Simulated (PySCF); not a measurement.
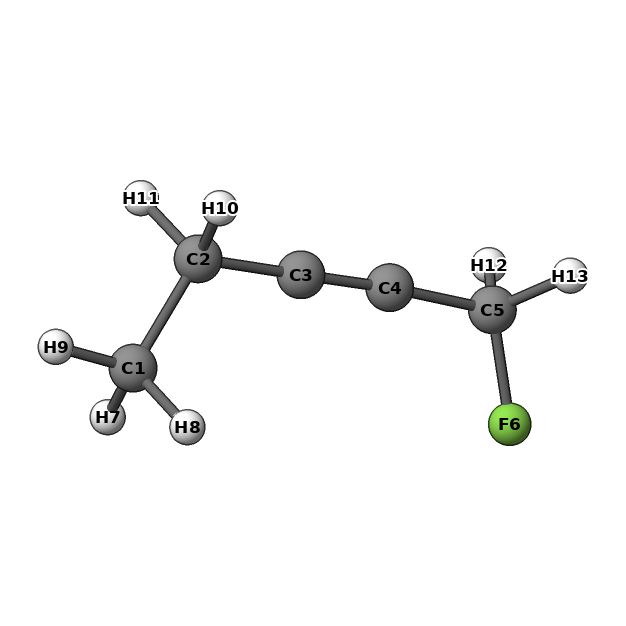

The questions are on Mulliken spin populations. Charge +1, doublet. Computed geometry: GFN2-xTB optimisation. No frequency run is at hand to confirm it as a minimum. Properties computed with UKS B3LYP, pcH-1 on C F H, non-relativistic (PySCF 2.14.0).

Question: Which atom carries the largest spin population?

Answer: C4 (0.36 e).

Question: Which atom has the lowest spin population?

Answer: C5 (−0.01 e); a negative value comes from spin polarisation.

Give the Mulliken spin populations atom by atom.

```csv
atom,value (e)
C1,0.00
C2,0.00
C3,0.35
C4,0.36
C5,−0.01
F6,0.03
H7,0.01
H8,0.01
H9,0.00
H10,0.06
H11,0.06
H12,0.06
H13,0.06
```

Mulliken values depend strongly on the basis set.
